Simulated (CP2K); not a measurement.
Band structure of Pb (Im-3m, 1 atom in the cell).

```
CELL_PARAMETERS angstrom
      3.42887     0.00000     0.00000
     -1.14296     3.23277     0.00000
     -1.14296    -1.61639     2.79966
ATOMIC_POSITIONS crystal
  Pb 0.00000 0.00000 0.00000
```

Level of theory: PBEsol, GPW, DZVP-MOLOPT-SR-GTH basis, GTH-PBE potentials (GTH_POTENTIALS) (CP2K).

Settings: CUTOFF = 400 Ry; REL_CUTOFF = 50 Ry; SMEAR/METHOD = FERMI_DIRAC; ELECTRONIC_TEMPERATURE = 1160.45 K; KPOINTS/SCHEME = MONKHORST-PACK 15 15 15; XC_FUNCTIONAL = PBE:PBESOL; Pb/BASIS_SET = DZVP-MOLOPT-SR-GTH-q4; Pb/POTENTIAL = GTH-PBE-q4; METHOD = GPW; EPS_DEFAULT = 1e-10; EXTRAPOLATION = USE_GUESS; NGRIDS = 4; SCF_GUESS = ATOMIC; EPS_SCF = 1e-07.

The starting cell comes from a database of computed structures (which also holds hypothetical and non-ambient phases and stackings), without a prior relaxation at this level. Spin-orbit coupling is off. Values carry the incompleteness of an atom-centred basis. The potentials were made for another functional than the one used.

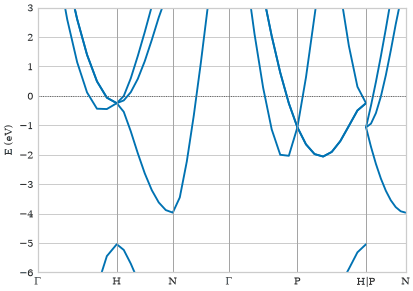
Bands along the path, energies from the Fermi level.

Levels in eV from the Fermi level, bands 1 to 4:
```csv
point,1,2,3,4
Γ,-11.45,7.78,7.78,7.78
H,-5.04,-0.25,-0.25,-0.25
N,-7.79,-3.97,3.63,5.54
P,-6.96,-1.07,-1.07,-1.07
```

Bands cross the Fermi level along this path, so the cell is metallic at this level.

Higher empty bands are left out: an atom-centred basis made for the valence describes them poorly.
